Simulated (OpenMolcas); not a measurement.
## How methods differ on AlO (oxoaluminum)

The species is AlO (2 atoms), meant as a doublet with charge 0. As SMILES, `[O]=[Al]`. The coordinates come from a PBE0-D4/def2-TZVP relaxation.

```
atom   x (Å)   y (Å)    z (Å)
   O  0.0000  0.0000  -0.0249
  Al  0.0000  0.0000   1.5950
```

Each level gives the energy change with the O1–Al2 bond stretched from 1.620 to 1.963 Å (eV). The values are calculated.

| level | kind | program | value (eV) | less FCI/STO-3G |
| --- | --- | --- | --- | --- |
| CASPT2(3,3)/STO-3G | multireference | OpenMolcas | 0.17 | -0.55 |
| CASSCF(3,3)/STO-3G | multireference | OpenMolcas | 0.20 | -0.52 |
| MRCI(3,3)/STO-3G | multireference | OpenMolcas | 0.09 | -0.63 |
| SC-NEVPT2(3,3)/STO-3G | multireference | OpenMolcas | 0.17 | -0.55 |
| FCI/STO-3G | exact in the basis | OpenMolcas | 0.72 | 0.00 |

FCI/STO-3G is exact within its basis and frozen core, so for wave-function methods in that basis the difference is their error. The first shape isn't each level's own minimum. The values span 0.09 to 0.72 eV. All rows use very small basis sets, so even the best lies far from the true value.

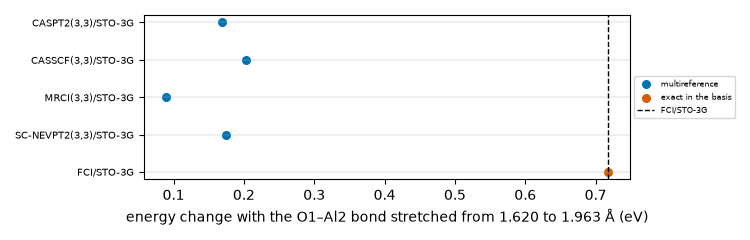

The values of the table, level by level.
